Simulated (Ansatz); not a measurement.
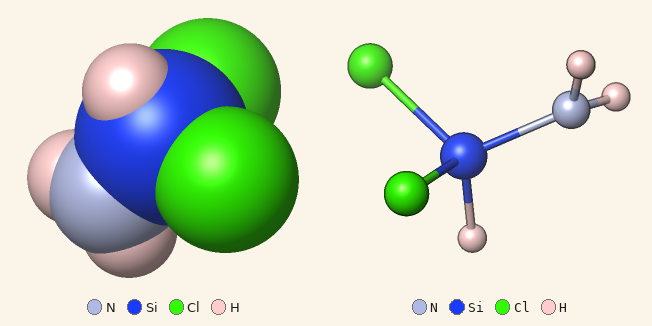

The same structure drawn twice, from different directions.

The geometry was computed by an optimisation with PBE0-D4/def2-TZVP.

Give the formula.

Answer. Cl2H3NSi, 7 atoms: 2 chlorine, 3 hydrogen, 1 nitrogen and 1 silicon.

Which point group does it belong to?

Answer. C1.

How many bonds of each kind are drawn?

Answer. 2 Cl–Si, 2 N–H, 1 N–Si, 1 Si–H.

Name functional groups in it.

Answer. Among them: Si–H bond, Si–N bond.

The parts below concern this one geometry. Atoms keep their numbers from picture to picture.

## Shape

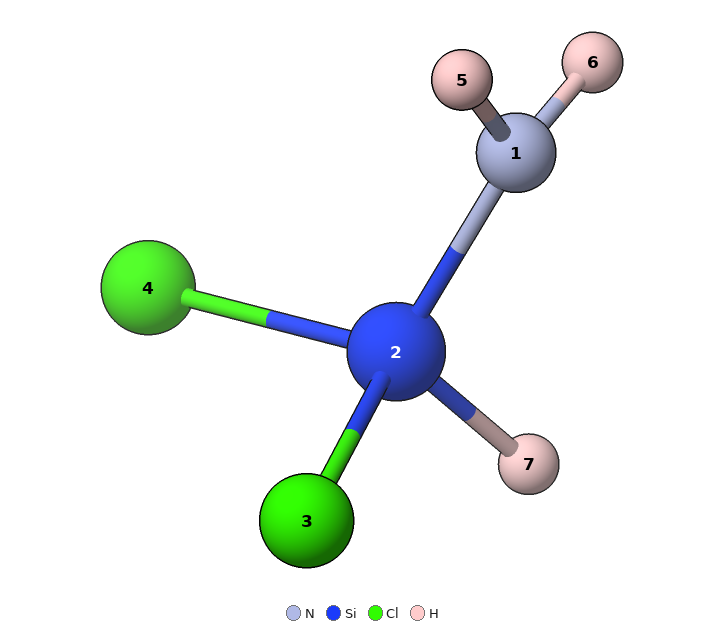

Which atoms are bonded, and how long are the bonds?

```
   bond  length (Å)   order
 N1–Si2       1.692  single
  N1–H5       1.007  single
  N1–H6       1.008  single
Si2–Cl3       2.041  single
Si2–Cl4       2.056  single
 Si2–H7       1.472  single
```

## Levels of theory compared

Program: Ansatz 0.2.0.

At this fixed geometry, give HOMO–LUMO gap (eV) at these levels: B3LYP-D4/def2-TZVPP; B97M-V/def2-TZVPP; CAM-B3LYP-D4/def2-TZVPP; HSE06-D4/def2-TZVPP; SPW92 (LDA)/def2-TZVPP; r2SCANh-D4/def2-TZVPP; ωB97M-V/def2-SVP.

```csv
level,HOMO–LUMO gap (eV)
B3LYP-D4/def2-TZVPP,8.17
B97M-V/def2-TZVPP,7.08
CAM-B3LYP-D4/def2-TZVPP,11.01
HSE06-D4/def2-TZVPP,7.94
SPW92 (LDA)/def2-TZVPP,6.29
r2SCANh-D4/def2-TZVPP,8.01
ωB97M-V/def2-SVP,13.25
```

## Vibrations

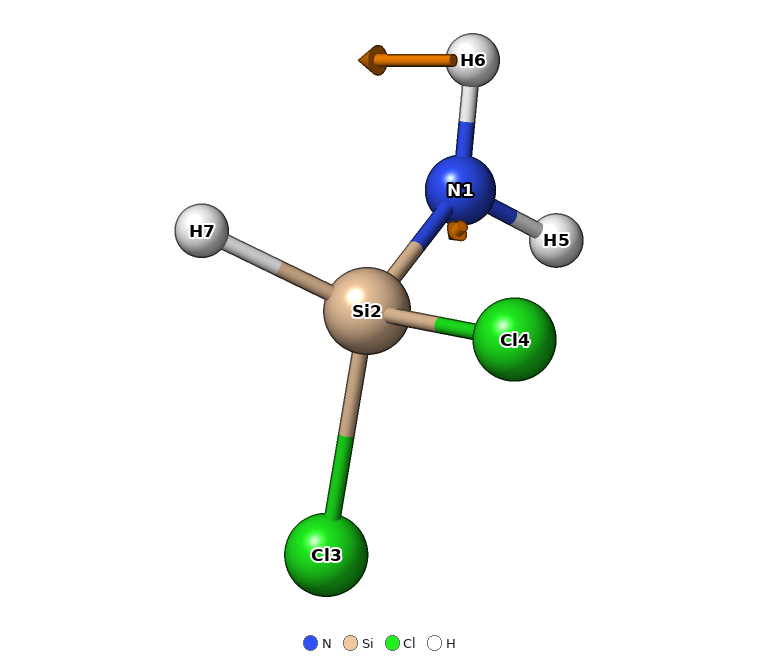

The arrows show one normal mode. Harmonic vibrations computed with RKS PBE0-D4/def2-TZVP (Ansatz 0.2.0) at a stationary point of the same level.

At what wavenumber does it lie?

Answer. 247 cm⁻¹; it is mode 3 of 15 counted from the lowest.

## Charges

The questions are on Mulliken charges. Level of theory: RKS PBE-D4/def2-TZVPP (Ansatz 0.2.0).

List the Mulliken charges.

| atom | value (e) |
| --- | --- |
| N1 | −0.36 |
| Si2 | 0.53 |
| Cl3 | −0.21 |
| Cl4 | −0.22 |
| H5 | 0.16 |
| H6 | 0.16 |
| H7 | −0.06 |

## Dipole moment

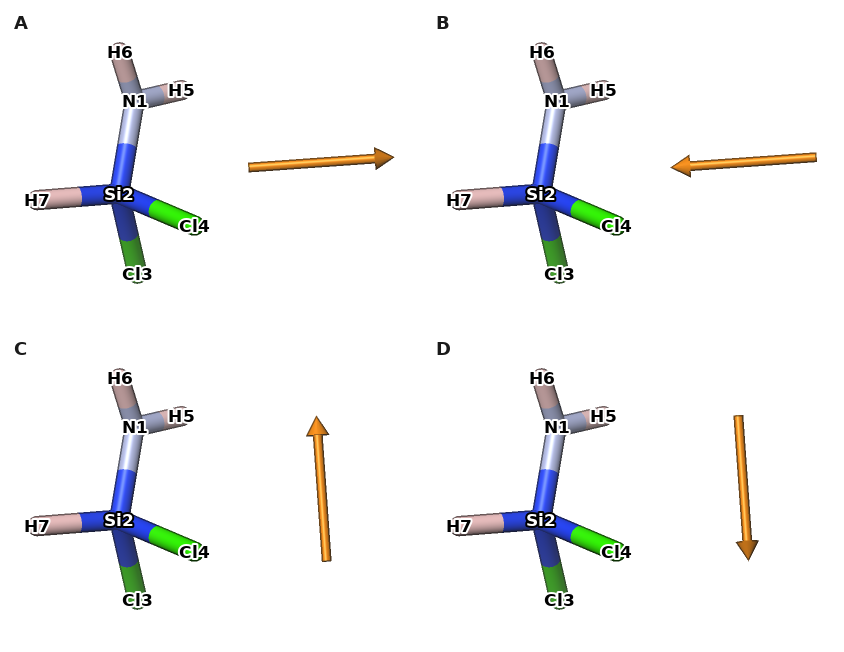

The same molecule four times, each with an arrow. Method: RKS PBE0-D4/def2-TZVP (Ansatz 0.2.0).

Which arrow points along the dipole moment, from the negative to the positive end?

Answer. C. The dipole moment is 2.35 D; it points from the side of Cl3 to the side of H6 (the outermost atoms at the two ends).

Mulliken values depend strongly on the basis set and can even reverse the polarity of a bond.
